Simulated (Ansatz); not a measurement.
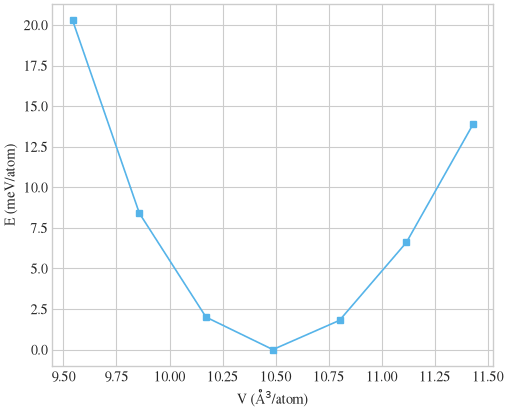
Fig. 1. F (simple cubic, space group No. 221) under volume change, the program Ansatz at the PBE level (PAW), scaled uniformly.

What does a third-order Birch–Murnaghan fit give for V₀, B₀ and B′?

V₀ = 10.48 Å³/atom, B₀ = 62.8 GPa, B′ = 5.4.

Space group Pm-3m (simple cubic). A made-up cell: these elements were put on the sites of a structure type; neither database checked (COD, Materials Project) lists it. It is not the usual solid phase (space group No. 15). The cell was relaxed with PBE under the symmetry of its start; its stability against distortions is not shown here. The substance is a gas or liquid at ambient conditions.

Potentials: the later of the program's two PAW sets.
